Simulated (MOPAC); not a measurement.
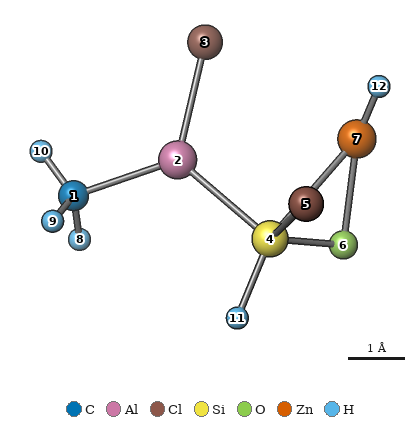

**Figure 1.** The structure as given in the input (ball-and-stick view, seen at a tilt; atoms are numbered from 1 in the order of the input). Sticks mark near contacts.

CH$_{5}$AlCl$_{2}$OSiZn: optimise calculation

The run: optimise calculation of CH$_{5}$AlCl$_{2}$OSiZn. Method and program: PM6-DH2, closed shell, dispersion DH2, COSMO solvent benzene (MOPAC 23.2.5).

The run did not end well. The geometry: force field.

## Input (calc.mop)
```
PM6-DH2 MECI DAMP=1.0 ITRY=4 CYCLES=30 EF PL ++
C.I.=(4,2) SINGLET EPS=2.27 SHIFT=300 GNORM=0.05 AUX(PRECISION=9) THREADS=1
CH5AlCl2OSiZn
[CH3][Al]([Cl])[SiH](Cl)[O][ZnH]
C     0.000000  0    0.000000  0    0.000000  0   0   0   0
Al    2.025001  1    0.000000  0    0.000000  0   1   0   0
Cl    2.193157  1  118.997710  1    0.000000  0   2   1   0
Si    2.315558  1  122.584480  1 -178.962750  1   2   1   3
Cl    2.120927  1  109.826160  1 -119.115000  1   4   2   1
O     1.689718  1  110.066660  1  125.201010  1   4   5   2
Zn    1.934925  1   87.609880  1  -63.051190  1   6   4   5
H     1.085250  1  106.440070  1  122.066510  1   1   2   3
H     1.119064  1  108.229690  1 -112.612900  1   1   8   2
H     1.044903  1  112.685200  1 -126.611430  1   1   8   9
H     1.551451  1  107.845560  1 -178.914410  1   4   6   7
H     1.095433  1  159.573050  1   97.186560  1   7   6   4
```

Hardware: 1 thread of Arm Neoverse N1, 98 GiB of memory available, shared host.

Command:
```bash
mopac calc.mop
```

## What the program printed
```
MOPAC v23.2.5
PM6-DH2 CALCULATION RESULTS

 *  PM6-DH2    - CORRECT DISPERSION AND HYDROGEN BOND TERMS USING PM6-DH2
 *  SINGLET    - SPIN STATE DEFINED AS A SINGLET
 *  C.I.=(N,M) - 2 DOUBLY FILLED LEVELS USED IN A C.I. INVOLVING 4 M.O.'S
 *  EPS=2.27   - USE COSMO IMPLICIT SOLVATION MODEL
 *  EF         - USE EF ROUTINE FOR MINIMUM SEARCH
 *  THREADS=1  - MULTI-THREADING NOT USED
 *  CYCLES=    - DO A MAXIMUM OF 30 STEPS
 *  GNORM      - EXIT WHEN GRADIENT NORM DROPS BELOW 0.050
 *  SHIFT      - A DAMPING FACTOR OF  300.00 DEFINED
 *  ITRY=      - DO A MAXIMUM OF     4 ITERATIONS FOR SCF
 *  DAMP=      - DAMP SCF OSCILLATIONS USING DAMP=  1.00
 *  AUX        - OUTPUT AUXILIARY INFORMATION
 *  MECI       - M.E.C.I. WORKING TO BE PRINTED
 *  PL         - MONITOR CONVERGENCE IN DENSITY MATRIX
PM6-DH2 MECI DAMP=1.0 ITRY=4 CYCLES=30 EF PL C.I.=(4,2) SINGLET EPS=2.27 SHIFT=300 GNORM=0.05 AUX(PRECISION=9) THREADS=1
 CH5AlCl2OSiZn
 [CH3][Al]([Cl])[SiH](Cl)[O][ZnH]
  ATOM    CHEMICAL      BOND LENGTH      BOND ANGLE     TWIST ANGLE
 NUMBER    SYMBOL       (ANGSTROMS)      (DEGREES)       (DEGREES)
   (I)                     NA:I           NB:NA:I       NC:NB:NA:I       NA    NB    NC
     1       C          0.00000000       0.0000000       0.0000000        0     0     0
     2      Al          2.02500100  *    0.0000000       0.0000000        1     0     0
     3      Cl          2.19315700  *  118.9977100  *    0.0000000        2     1     0
     4      Si          2.31555800  *  122.5844800  * -178.9627500  *     2     1     3
     5      Cl          2.12092700  *  109.8261600  * -119.1150000  *     4     2     1
     6       O          1.68971800  *  110.0666600  *  125.2010100  *     4     5     2
     7      Zn          1.93492500  *   87.6098800  *  -63.0511900  *     6     4     5
     8       H          1.08525000  *  106.4400700  *  122.0665100  *     1     2     3
     9       H          1.11906400  *  108.2296900  * -112.6129000  *     1     8     2
    10       H          1.04490300  *  112.6852000  * -126.6114300  *     1     8     9
    11       H          1.55145100  *  107.8455600  * -178.9144100  *     4     6     7
    12       H          1.09543300  *  159.5730500  *   97.1865600  *     7     6     4

          CARTESIAN COORDINATES

    NO.       ATOM           X           Y           Z

     1         C          0.0000      0.0000      0.0000
     2        Al          2.0250      0.0000      0.0000
     3        Cl          3.0882      1.9182      0.0000
     4        Si          3.2720     -1.9508     -0.0353
     5        Cl          4.4774     -2.0656      1.7060
     6         O          4.2335     -2.0993     -1.4168
     7        Zn          5.1135     -0.4612     -0.8819
     8         H         -0.3071     -0.5526     -0.8821
     9         H         -0.2929     -0.5918      0.9035
    10         H         -0.3591      0.9812      0.0061
    11         H          2.3130     -3.1695      0.0098
    12         H          5.8621      0.2044     -0.4386

           Empirical Formula: C H5 O Al Cl2 Si Zn  =    12 atoms

      MOLECULAR POINT GROUP   :   C1

 SINGLET STATE CALCULATION

      RHF CALCULATION, NO. OF DOUBLY OCCUPIED LEVELS = 19

          Geometry optimization using EF

 ALL CONVERGERS ARE NOW FORCED ON
 SHIFT=10, PULAY ON, CAMP-KING ON
 AND ITERATION COUNTER RESET

 ITERATION   1 PLS= 0.100E+01 0.000E+00 ENERGY     4362.013162 DELTAE 4262.0131620
 ITERATION   2 PLS= 0.112E+01 0.000E+00 ENERGY       78.775325 DELTAE-4283.2378374
 ITERATION   3 PLS= 0.181E+00 0.000E+00 ENERGY      -47.349634 DELTAE -126.1249586

          """""""""""""UNABLE TO ACHIEVE SELF-CONSISTENCE

          DELTAE=  -0.1261E+03     DELTAP=   0.5872E-01

 -------------------------------------------------------------------------------
 PM6-DH2 MECI DAMP=1.0 ITRY=4 CYCLES=30 EF PL C.I.=(4,2) SINGLET EPS=2.27 SHIFT=300 GNORM=0.05 AUX(PRECISION=9) THREADS=1
 CH5AlCl2OSiZn
 [CH3][Al]([Cl])[SiH](Cl)[O][ZnH]

     A FAILURE HAS OCCURRED, TREAT RESULTS WITH CAUTION!!
      ++++----**** FAILED TO ACHIEVE SCF. ****----++++

                              PM6-DH2 CALCULATION

 FOR SOME REASON THE SCF CALCULATION FAILED.

 THE RESULTS WOULD BE MEANINGLESS, SO WILL NOT BE PRINTED.
 TRY TO FIND THE REASON FOR THE FAILURE BY USING 'PL'.

 CHECK YOUR GEOMETRY AND ALSO TRY USING SHIFT OR PULAY.

 CLOSED-SHELL ORGANIC MOLECULES SHOULD HAVE GOOD SCF CONVERGENCE,
 CHECK THEIR TOTAL CHARGE WITH THE 'LEWIS' KEYWORD,
 AND CHECK THEIR PROTONATION WITH THE 'ADD-H' KEYWORD.

  ATOM    CHEMICAL      BOND LENGTH      BOND ANGLE     TWIST ANGLE
 NUMBER    SYMBOL       (ANGSTROMS)      (DEGREES)       (DEGREES)
   (I)                     NA:I           NB:NA:I       NC:NB:NA:I       NA    NB    NC
     1       C          0.00000000       0.0000000       0.0000000        0     0     0
     2      Al          2.02500100  *    0.0000000       0.0000000        1     0     0
     3      Cl          2.19315700  *  118.9977100  *    0.0000000        2     1     0
     4      Si          2.31555800  *  122.5844800  * -178.9627500  *     2     1     3
     5      Cl          2.12092700  *  109.8261600  * -119.1150000  *     4     2     1
     6       O          1.68971800  *  110.0666600  *  125.2010100  *     4     5     2
     7      Zn          1.93492500  *   87.6098800  *  -63.0511900  *     6     4     5
     8       H          1.08525000  *  106.4400700  *  122.0665100  *     1     2     3
     9       H          1.11906400  *  108.2296900  * -112.6129000  *     1     8     2
    10       H          1.04490300  *  112.6852000  * -126.6114300  *     1     8     9
    11       H          1.55145100  *  107.8455600  * -178.9144100  *     4     6     7
    12       H          1.09543300  *  159.5730500  *   97.1865600  *     7     6     4

          THE SCF CALCULATION FAILED.

          UNABLE TO ACHIEVE SELF-CONSISTENCE

 *                                                                            *
 *     Error and normal termination messages reported in this calculation     *
 *                                                                            *
 * THE SCF CALCULATION FAILED.                                                *
 * UNABLE TO ACHIEVE SELF-CONSISTENCE                                         *
 * JOB ENDED NORMALLY                                                         *
 *                                                                            *

 TOTAL JOB TIME:             0.02 SECONDS

 == MOPAC DONE ==
```

## Outcome

- outcome: not converged
- basis functions: 53
- peak memory: 0.11 GiB

## What went wrong

Some settings of this run were drawn to be unusual or wrong. The run did not converge. Its last values are not results. Notes on the run: THE SCF CALCULATION FAILED; UNABLE TO ACHIEVE SELF-CONSISTENCE; A FAILURE HAS OCCURRED, TREAT RESULTS WITH CAUTION!!.
